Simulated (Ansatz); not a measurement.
## Nudged elastic band, with input and output: BH2Cl2OF

System: BH2Cl2OF.
Method: RKS revPBE/def2-SVP (Ansatz 0.2.0).

One setting was made poor on purpose. It belongs to a series of runs on one base structure; here: band between the two ends. Figures and captions count atoms from 1; the log counts them from 0 in places.

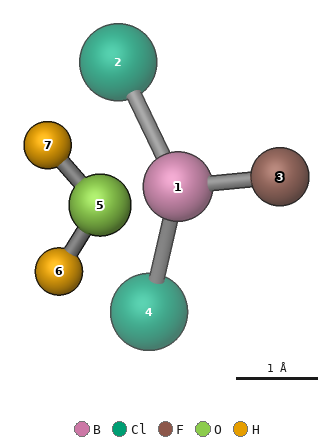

**Figure 1.** The input geometry (ball-and-stick view, seen at a tilt; atoms are numbered from 1 in the order of the input). Bond lengths as drawn: B–Cl 1.84 Å, B–F 1.35 Å and H–O 0.98 Å.

Summary:

| quantity | value |
| --- | --- |
| outcome | converged |
| barrier, forward | 0.576 eV |
| barrier, backward | 0.882 eV |
| hardware | 2 threads of Arm Neoverse V1, 24 GiB of memory available, shared host |
| wall time | 83 s (CPU time 2.7 min) |
| peak memory | 0.12 GiB |

Notes:

A deliberately poor setting: straight start. The order of the saddle point was not checked.

Input file:
```yaml
crystal:
  periodic: [false, false, false]
  atoms:
    - { symbol: B, position_ang: [0.001895, -0.080081, 0.149819] }
    - { symbol: Cl, position_ang: [-0.085615, 0.581387, 1.868143] }
    - { symbol: F, position_ang: [1.170052, 0.12388, -0.492936] }
    - { symbol: Cl, position_ang: [-1.51866, 0.151145, -0.865357] }
    - { symbol: O, position_ang: [-0.03015, -1.794675, 0.433396] }
    - { symbol: H, position_ang: [-0.895944, -2.074825, 0.060121] }
    - { symbol: H, position_ang: [-0.113081, -1.868031, 1.410815] }
basis:
  gaussian: { orbitals: def2-SVP }
hamiltonian:
  xc: revpbe
neb:
  order_check: false
  images: 5
  f_tol: 0.05
  max_iterations: 60
  initial_path: linear
  final_atoms:
    - { symbol: B, position_ang: [-0.19865882, -0.33163103, -0.80587777] }
    - { symbol: Cl, position_ang: [0.49291537, -0.98464171, 3.57327074] }
    - { symbol: F, position_ang: [0.83761156, 0.5025626, -0.81347463] }
    - { symbol: Cl, position_ang: [-1.23359764, -0.46587383, -2.24639895] }
    - { symbol: O, position_ang: [-0.42969948, -1.06561013, 0.32390191] }
    - { symbol: H, position_ang: [-1.20778435, -1.64737214, 0.24470444] }
    - { symbol: H, position_ang: [0.26771037, -0.96863375, 2.28787527] }
```

Launch command:
```bash
ansatz run input.yaml --threads 2 --pin off --max-ram 3072MiB --backend cpu --events-out ev --progress --plain --runs-dir out
```

Output:
```
Engine: ansatz 0.2.0, aarch64-unknown-linux-gnu
Functional definition: revPBE
  parameter kappa = 1.245
  parameter beta = 0.06672455060314922
  exchange = pbe_x(kappa = kappa, mu = beta*pi^2/3)
  correlation = pbe_c(beta = beta)
951 factors; their error is unknown
mean field evaluation 1: about -30500.0297 eV, gradient 4.8e1 eV
mean field evaluation 2: about -30491.0128 eV, gradient 8.7e1 eV
mean field evaluation 4: about -30503.7977 eV, gradient 1.5e0 eV
mean field evaluation 8: about -30503.8023 eV, gradient 5.5e-2 eV
mean field evaluation 16: about -30503.7558 eV, gradient 6.2e-5 eV
mean field -30503.75577218 eV, -1120.9923484393 hartree, gradient 6.2e-5 eV, S^2 0.000000; 0 other end points of the search recorded, 0 dependent functions left out
the calculation of the forces begins
reference -30503.75580560 eV, -1120.9923496674 hartree; 29, 29 occupied and 59, 59 virtual orbitals, 951 factors
951 factors; their error is unknown
mean field evaluation 32: about -30504.0618 eV, gradient 1.2e-4 eV
mean field -30504.06175942 eV, -1121.0035932631 hartree, gradient 2.5e-5 eV, S^2 0.000000; 0 other end points of the search recorded, 0 dependent functions left out
[... from here on the field's lines of each further geometry are left out, up to the last ...]
NEB iter   1: max|band force component| = 3.276e0 eV/Å  barrier→ = 1.7978 eV  barrier← = 2.1037 eV  Δτ_max = 0.2000 Å  (185 SCF iters)
NEB iter   2: max|band force component| = 1.759e0 eV/Å  barrier→ = 0.9431 eV  barrier← = 1.2491 eV  Δτ_max = 0.2000 Å  (156 SCF iters)
NEB iter   3: max|band force component| = 2.272e0 eV/Å  barrier→ = 0.6095 eV  barrier← = 0.9155 eV  Δτ_max = 0.1000 Å  (155 SCF iters)
NEB iter   4: max|band force component| = 2.122e0 eV/Å  barrier→ = 0.4510 eV  barrier← = 0.7569 eV  Δτ_max = 0.1013 Å  (138 SCF iters)
NEB iter   5: max|band force component| = 1.214e0 eV/Å  barrier→ = 0.4614 eV  barrier← = 0.7674 eV  Δτ_max = 0.0999 Å  (135 SCF iters)
NEB iter   6: max|band force component| = 6.813e-1 eV/Å  barrier→ = 0.4642 eV  barrier← = 0.7702 eV  Δτ_max = 0.0538 Å  (139 SCF iters)
NEB iter   7: max|band force component| = 6.886e-1 eV/Å  barrier→ = 0.4708 eV  barrier← = 0.7768 eV  CI = image 1  Δτ_max = 0.1005 Å  (131 SCF iters)
NEB iter   8: max|band force component| = 5.808e-1 eV/Å  barrier→ = 0.5808 eV  barrier← = 0.8867 eV  CI = image 1  Δτ_max = 0.0499 Å  (134 SCF iters)
NEB iter   9: max|band force component| = 2.327e-1 eV/Å  barrier→ = 0.5971 eV  barrier← = 0.9031 eV  CI = image 1  Δτ_max = 0.0318 Å  (127 SCF iters)
NEB iter  10: max|band force component| = 1.561e-1 eV/Å  barrier→ = 0.5859 eV  barrier← = 0.8919 eV  CI = image 1  Δτ_max = 0.0503 Å  (134 SCF iters)
NEB iter  11: max|band force component| = 5.045e-1 eV/Å  barrier→ = 0.5785 eV  barrier← = 0.8845 eV  CI = image 1  Δτ_max = 0.0250 Å  (130 SCF iters)
NEB iter  12: max|band force component| = 1.348e-1 eV/Å  barrier→ = 0.5769 eV  barrier← = 0.8828 eV  CI = image 1  Δτ_max = 0.0496 Å  (126 SCF iters)
the calculation of the forces begins
reference -30504.05792809 eV, -1121.0034524644 hartree; 29, 29 occupied and 59, 59 virtual orbitals, 951 factors
951 factors; their error is unknown
mean field evaluation 576: about -30503.2213 eV, gradient 1.6e0 eV
mean field -30503.18002074 eV, -1120.9711899640 hartree, gradient 7.0e-6 eV, S^2 0.000000; 1 other end points of the search recorded, 0 dependent functions left out
the calculation of the forces begins
reference -30503.18005392 eV, -1120.9711911834 hartree; 29, 29 occupied and 59, 59 virtual orbitals, 951 factors
NEB iter  13: max|band force component| = 4.465e-2 eV/Å  barrier→ = 0.5758 eV  barrier← = 0.8817 eV  CI = image 1  Δτ_max = 0.0000 Å  (265 SCF iters)
```

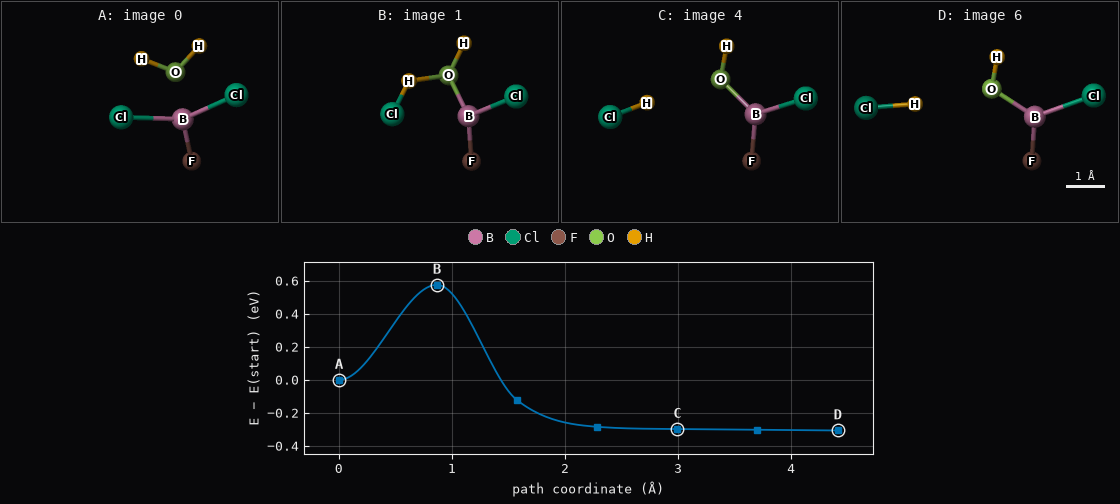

**Figure 2.** Images of the last band (counted from 0; ball-and-stick, seen on its broad side) above the energy along the path; the line is a cubic interpolation that uses the forces. The highest image is number 1, 0.576 eV above the start and 0.882 eV above the end (the climbing image); the end lies 0.306 eV below the start. The path is 4.41 Å long. The band converged in 13 iterations.

```
Total energy: -30503.18005392 eV, -1120.9711911834 hartree
Atom 0 at    -0.002871    -0.341457    -0.101947 Å, force    -0.011681     0.046931     0.010790 eV/Å
Atom 1 at    -0.081559     0.216436     2.070945 Å, force     0.005760    -0.007218    -0.013973 eV/Å
Atom 2 at     1.206944     0.035308    -0.520840 Å, force     0.010204    -0.001244    -0.010180 eV/Å
Atom 3 at    -1.467961     0.250930    -0.951349 Å, force     0.018178    -0.006518     0.007275 eV/Å
Atom 4 at    -0.069897    -1.768455     0.373324 Å, force    -0.043638    -0.004196    -0.005697 eV/Å
Atom 5 at    -0.962667    -2.123754     0.181199 Å, force     0.019283    -0.037549    -0.003612 eV/Å
Atom 6 at    -0.093493    -1.230208     1.512670 Å, force     0.001894     0.009796     0.015396 eV/Å
Dipole moment:    -0.306178    -0.545699     0.007305 e Å
this run last wrote the band of iteration 13 to [file]
```

The last band as extended XYZ (Å, eV, eV/Å):
```
7
Properties=species:S:1:pos:R:3:forces:R:3 image=0 energy=-30503.75577
B     0.0019   -0.0801    0.1498   -0.0172  -0.0178   0.0034
Cl   -0.0856    0.5814    1.8681    0.0048   0.0019   0.0091
F     1.1701    0.1239   -0.4929    0.0218   0.0154  -0.0140
Cl   -1.5187    0.1511   -0.8654   -0.0045   0.0010  -0.0034
O    -0.0301   -1.7947    0.4334    0.0129  -0.0004   0.0013
H    -0.8959   -2.0748    0.0601   -0.0022  -0.0004   0.0056
H    -0.1131   -1.8680    1.4108   -0.0156   0.0003  -0.0021
7
Properties=species:S:1:pos:R:3:forces:R:3 image=1 energy=-30503.18002
B    -0.0029   -0.3415   -0.1019   -0.0117   0.0469   0.0108
Cl   -0.0816    0.2164    2.0709    0.0058  -0.0072  -0.0140
F     1.2069    0.0353   -0.5208    0.0102  -0.0012  -0.0102
Cl   -1.4680    0.2509   -0.9513    0.0182  -0.0065   0.0073
O    -0.0699   -1.7685    0.3733   -0.0436  -0.0042  -0.0057
H    -0.9627   -2.1238    0.1812    0.0193  -0.0375  -0.0036
H    -0.0935   -1.2302    1.5127    0.0019   0.0098   0.0154
7
Properties=species:S:1:pos:R:3:forces:R:3 image=2 energy=-30503.87817
B    -0.0203   -0.5379   -0.4108   -0.0348  -0.1516  -0.2603
Cl   -0.0206    0.1775    2.4456   -0.0044  -0.0258   0.3279
F     1.1930   -0.0245   -0.5787   -0.0065  -0.0019  -0.0254
Cl   -1.4516    0.3148   -1.0250   -0.0139   0.0307  -0.0824
O    -0.1230   -1.7936    0.1556    0.0032  -0.0394  -0.1740
H    -1.0438   -2.1146    0.1536   -0.0192  -0.0131  -0.0471
H    -0.0053   -0.9831    1.8238    0.0756   0.2012   0.2612
7
Properties=species:S:1:pos:R:3:forces:R:3 image=3 energy=-30504.03989
B    -0.0701   -0.5737   -0.6031   -0.0015   0.0046  -0.0204
Cl    0.0780    0.0882    2.9017    0.0016  -0.0090   0.0383
F     1.1541   -0.0805   -0.7704   -0.0035  -0.0001  -0.0125
Cl   -1.4628    0.2675   -1.3192   -0.0038  -0.0057  -0.0256
O    -0.2085   -1.7287    0.1180    0.0019  -0.0054   0.0040
H    -1.1364   -2.0235    0.1662   -0.0070   0.0085  -0.0061
H     0.1742   -0.9106    2.0708    0.0123   0.0072   0.0224
7
Properties=species:S:1:pos:R:3:forces:R:3 image=4 energy=-30504.05333
B    -0.1122   -0.6106   -0.7116   -0.0403  -0.0225  -0.0458
Cl    0.2654    0.0023    3.1820    0.0015   0.0058   0.0010
F     1.1158   -0.1318   -0.8864    0.0193   0.0053   0.0226
Cl   -1.4354   -0.0334   -1.7496   -0.0065   0.0103  -0.0063
O    -0.3139   -1.5482    0.2633    0.0420   0.0153   0.0226
H    -1.2421   -1.8409    0.3121   -0.0134   0.0018   0.0034
H     0.2508   -0.7986    2.1541   -0.0026  -0.0160   0.0026
7
Properties=species:S:1:pos:R:3:forces:R:3 image=5 energy=-30504.05789
B    -0.1512   -0.6565   -0.7848   -0.0019  -0.0063   0.0002
Cl    0.4863   -0.0476    3.3547    0.0014  -0.0016   0.0030
F     1.0599   -0.1269   -0.9314    0.0008   0.0021  -0.0019
Cl   -1.3444   -0.5040   -2.0937   -0.0010  -0.0008  -0.0034
O    -0.4346   -1.3100    0.3825    0.0016   0.0074   0.0050
H    -1.3444   -1.6581    0.4114   -0.0004  -0.0003  -0.0035
H     0.2567   -0.6580    2.2253   -0.0006  -0.0006   0.0006
7
Properties=species:S:1:pos:R:3:forces:R:3 image=6 energy=-30504.06176
B    -0.1859   -0.7118   -0.8649    0.0081  -0.0054  -0.0036
Cl    0.6049   -0.1670    3.5123   -0.0064  -0.0102  -0.0245
F     1.0060   -0.1766   -1.1152   -0.0065   0.0016  -0.0065
Cl   -1.3090   -1.0308   -2.2069    0.0128   0.0040   0.0183
O    -0.5049   -1.0022    0.4322   -0.0221  -0.0032  -0.0158
H    -1.3951   -1.3881    0.5257    0.0070   0.0027   0.0076
H     0.3126   -0.4847    2.2807    0.0073   0.0104   0.0246
```
